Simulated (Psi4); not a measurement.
**UPBE0/2ZaPa-NR (DKH3, Cholesky decomposition) run of CH4N (SMILES [CH2]N)**

What is the energy change on altering one bond length of CH4N at UPBE0/2ZaPa-NR (DKH3, Cholesky decomposition)? 

Program for the calculation: Psi4 1.11.

2 further runs of the same task are left out: 2 set aside as unsound or not needed.

**1. The structure to begin with**

The species is CH4N (6 atoms), meant as a doublet with charge 0. SMILES: `[CH2]N`. The shape is that of a PBE0-D4/def2-TZVP optimisation. This is one conformer, not always the lowest.

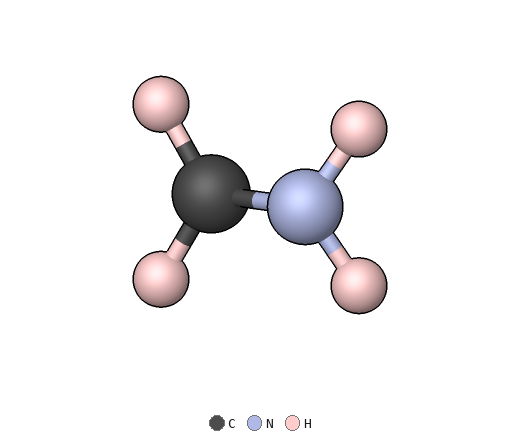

Viewed from a chosen angle; carbon dark grey, nitrogen light blue, hydrogen pink.

**2. Energy and one-electron properties at UPBE0/2ZaPa-NR (DKH3, Cholesky decomposition)**

Contents of calc.inp:

```
memory 1.6 GB

molecule {
  0 2
  C     -0.319900    -0.571400    -0.195400
  N      0.368400     0.544400     0.254100
  H     -1.285500    -0.763000     0.252600
  H      0.275200    -1.412900    -0.523600
  H      1.200400     0.778600    -0.264400
  H     -0.196500     1.360300     0.430400
}

set {
  basis 2ZaPa-NR
  reference uks
  scf_type cd
  relativistic dkh
  dkh_order 3
}

e_tot, wfn = energy('pbe0', return_wfn=True)
oeprop(wfn, 'MULLIKEN_CHARGES', 'MULTIPOLE(3)', 'MBIS_CHARGES', title='PBE0')
print_variables()
```

The run is started by

```console
psi4 calc.inp calc.out -n 1
```

calc.out:

```text
[...]
  Running in c1 symmetry.
[...]
  Nuclear repulsion =   37.294117751154822
[...]
  Multiplicity = 2
[...]
  Nalpha       = 9
  Nbeta        = 8
[...]
    Number of basis functions: 60
[...]
   @UKS iter   1:   -94.89840038253259   -2.87528e-01   1.15762e-02 ADIIS/DIIS
[...]
   @UKS iter   9:   -95.14317134530545   -6.34299e-09   4.46559e-07 DIIS
[...]
   @S^2 Observed:                7.540025487E-01
[...]
    Orbital Energies [Eh]
    ---------------------
    Alpha Occupied:
       1A    -14.412181     2A    -10.246560     3A     -0.934671
       4A     -0.668841     5A     -0.539819     6A     -0.467390
       7A     -0.395476     8A     -0.364383     9A     -0.161806
    Alpha Virtual:
      10A     -0.004286    11A      0.019625    12A      0.023929
      13A      0.058261    14A      0.066898    15A      0.080713
      16A      0.132744    17A      0.133972    18A      0.140566
      19A      0.150186    20A      0.168642    21A      0.201860
      22A      0.219625    23A      0.227610    24A      0.263801
      25A      0.280227    26A      0.324806    27A      0.640696
[...]
  @UKS Final Energy:   -95.14317134530545
   => Energetics <=
    Nuclear Repulsion Energy =             37.2941177511548219
    One-Electron Energy =                -201.3619406470330944
    Two-Electron Energy =                  79.3218234855623905
    DFT Exchange-Correlation Energy =     -10.3971719349895775
    Empirical Dispersion Energy =           0.0000000000000000
    VV10 Nonlocal Energy =                  0.0000000000000000
    Total Energy =                        -95.1431713453054471
[...]
 Multipole Moments:
 ------------------------------------------------------------------------------------
     Multipole            Electronic (a.u.)      Nuclear  (a.u.)        Total (a.u.)
 ------------------------------------------------------------------------------------
 L = 1.  Multiply by 2.5417464519 to convert [e a0] to [Debye]
 Dipole X            :          0.3163121           -0.1709349            0.1453773
 Dipole Y            :          0.5678714           -0.1272378            0.4406337
 Dipole Z            :          0.1607584           -0.2373472           -0.0765888
 Magnitude           :                                                    0.4702748
 L = 2.  Multiply by 1.3450342976 to convert [e a0^2] to [Debye ang]
 Quadrupole XX       :        -26.1903906           16.9527807           -9.2376099
 Quadrupole XY       :        -13.4166258           13.3810428           -0.0355830
[...]
  Mulliken Charges: (a.u.)
   Center  Symbol    Alpha    Beta     Spin     Total
       1     C     3.66126  2.71776  0.94350 -0.37903
       2     N     3.71082  3.56933  0.14149 -0.28015
       3     H     0.42552  0.46526 -0.03975  0.10922
       4     H     0.42545  0.46521 -0.03975  0.10934
       5     H     0.38846  0.39120 -0.00274  0.22034
       6     H     0.38849  0.39124 -0.00275  0.22028
   Total alpha =  9.00000, Total beta =  8.00000, Total charge =  0.00000
[...]
```

It took 11 s on 1 thread of Intel Xeon 6975P-C (Granite Rapids), shared host; peak memory 0.46 GiB.

Atomic charges (e):

```
atom    MBIS  Mulliken
  C1  -0.366    -0.379
  N2  -0.679    -0.280
  H3  +0.162    +0.109
  H4  +0.162    +0.109
  H5  +0.360    +0.220
  H6  +0.360    +0.220
```

**3. The distorted shape at the same level**

Contents of ch4n.xyz:

```xyz
6
CH4N
C     -0.902321    -0.735346     0.167563
N     -0.214021     0.380454     0.617063
H     -1.867921    -0.926946     0.615563
H     -0.307221    -1.576846    -0.160637
H      1.200400     0.778600    -0.264400
H     -0.778921     1.196354     0.793363
```

Contents of job.py:

```python
import psi4

psi4.set_memory(1600000000)
psi4.set_num_threads(1)
psi4.set_output_file('output.dat', False)

with open('ch4n.xyz') as f:
    atoms = ''.join(f.readlines()[2:])
mol = psi4.geometry('0 2\n' + atoms + '')

psi4.set_options({
    'basis': '2ZaPa-NR',
    'reference': 'uks',
    'scf_type': 'cd',
    'relativistic': 'dkh',
    'dkh_order': 3,
})

E, wfn = psi4.energy('pbe0', return_wfn=True)
psi4.oeprop(wfn, 'MULLIKEN_CHARGES', 'MULTIPOLE(3)', 'MBIS_CHARGES', title='PBE0')
print('E =', round(E, 9))
for k, v in sorted(psi4.core.scalar_variables().items()):
    print(f'{k:45s} {v:18.10f}')
```

The run is started by

```console
python job.py
```

output.dat, cut to the lines that bear on the results:

```text
[...]
  Running in c1 symmetry.
[...]
  Nuclear repulsion =   35.278813921589247
[...]
  Multiplicity = 2
[...]
  Nalpha       = 9
  Nbeta        = 8
[...]
    Number of basis functions: 60
[...]
   @UKS iter   1:   -94.64645469055731   -2.48807e-01   1.27812e-02 DIIS/ADIIS
[...]
   @UKS iter  13:   -95.04357598094889   -1.54472e-08   4.78529e-07 DIIS
[...]
   @S^2 Observed:                8.190520760E-01
[...]
  @UKS Final Energy:   -95.04357598094889
   => Energetics <=
    Nuclear Repulsion Energy =             35.2788139215892471
    One-Electron Energy =                -197.1401425056104699
    Two-Electron Energy =                  77.0846676226873200
    DFT Exchange-Correlation Energy =     -10.2669150196149719
    Empirical Dispersion Energy =           0.0000000000000000
    VV10 Nonlocal Energy =                  0.0000000000000000
    Total Energy =                        -95.0435759809488871
[...]
 Multipole Moments:
 ------------------------------------------------------------------------------------
     Multipole            Electronic (a.u.)      Nuclear  (a.u.)        Total (a.u.)
 ------------------------------------------------------------------------------------
 L = 1.  Multiply by 2.5417464519 to convert [e a0] to [Debye]
 Dipole X            :         -1.0723303            0.3018379           -0.7704924
 Dipole Y            :         -0.1870709            0.0058433           -0.1812277
 Dipole Z            :          0.6524292           -0.5319777            0.1204514
 Magnitude           :                                                    0.8006313
 L = 2.  Multiply by 1.3450342976 to convert [e a0^2] to [Debye ang]
 Quadrupole XX       :        -34.7498077           22.9300739          -11.8197338
 Quadrupole XY       :        -17.0080816           15.9582177           -1.0498639
[...]
  Mulliken Charges: (a.u.)
   Center  Symbol    Alpha    Beta     Spin     Total
       1     C     3.36231  2.84902  0.51329 -0.21132
       2     N     3.51118  3.73650 -0.22533 -0.24768
       3     H     0.42564  0.46322 -0.03758  0.11114
       4     H     0.41875  0.43331 -0.01456  0.14794
       5     H     0.88486  0.14342  0.74144 -0.02828
       6     H     0.39726  0.37453  0.02273  0.22820
   Total alpha =  9.00000, Total beta =  8.00000, Total charge = -0.00000
[...]
```

On the terminal:

```text
E = -95.043575981
CURRENT ENERGY                                    -95.0435759809
CURRENT REFERENCE ENERGY                          -95.0435759809
DD SOLVATION ENERGY                                 0.0000000000
DFT FUNCTIONAL TOTAL ENERGY                       -95.0435759809
DFT TOTAL ENERGY                                  -95.0435759809
DFT VV10 ENERGY                                     0.0000000000
DFT XC ENERGY                                     -10.2669150196
GRID ELECTRONS ALPHA                                9.0000005707
GRID ELECTRONS BETA                                 7.9999991413
GRID ELECTRONS TOTAL                               16.9999997120
NUCLEAR REPULSION ENERGY                           35.2788139216
ONE-ELECTRON ENERGY                              -197.1401425056
PCM POLARIZATION ENERGY                             0.0000000000
PE ENERGY                                           0.0000000000
SCF ITERATION ENERGY                              -95.0435759809
SCF ITERATIONS                                     13.0000000000
SCF TOTAL ENERGY                                  -95.0435759809
TWO-ELECTRON ENERGY                                77.0846676227
XC GRID RADIAL POINTS                              75.0000000000
XC GRID SPHERICAL POINTS                          302.0000000000
XC GRID TOTAL POINTS                           132130.0000000000
```

It took 11 s on 1 thread of Intel Xeon 6975P-C (Granite Rapids), shared host; peak memory 0.45 GiB.

Atomic charges (e):

```
atom    MBIS  Mulliken
  C1  -0.144    -0.211
  N2  -0.428    -0.248
  H3  +0.146    +0.111
  H4  +0.154    +0.148
  H5  -0.055    -0.028
  H6  +0.328    +0.228
```

**4. What came out**

At UPBE0/2ZaPa-NR (DKH3, Cholesky decomposition):

| quantity | value |
| --- | --- |
| first shape: total energy | -95.14317 Eh |
| first shape: dipole moment | 1.20 D |
| first shape: HOMO energy (highest over α and β) | -4.40 eV |
| first shape: LUMO energy (lowest over α and β) | -0.23 eV |
| first shape: ⟨S²⟩ | 0.754 |
| distorted shape: total energy | -95.04358 Eh |
| distorted shape: dipole moment | 2.04 D |
| distorted shape: HOMO energy (highest over α and β) | -5.09 eV |
| distorted shape: LUMO energy (lowest over α and β) | -1.88 eV |
| distorted shape: ⟨S²⟩ | 0.819 |
| energy change with the N2–H5 bond stretched from 1.008 to 1.714 Å | 2.710 eV |

**Reading.** With the N2–H5 bond stretched from 1.008 to 1.714 Å the energy rises by 2.71 eV (261 kJ/mol). The first shape isn't relaxed at this level, so the change isn't measured from a minimum. Mulliken charges (first shape) run from -0.38 on C1 to +0.22 on H5; they depend strongly on the basis.
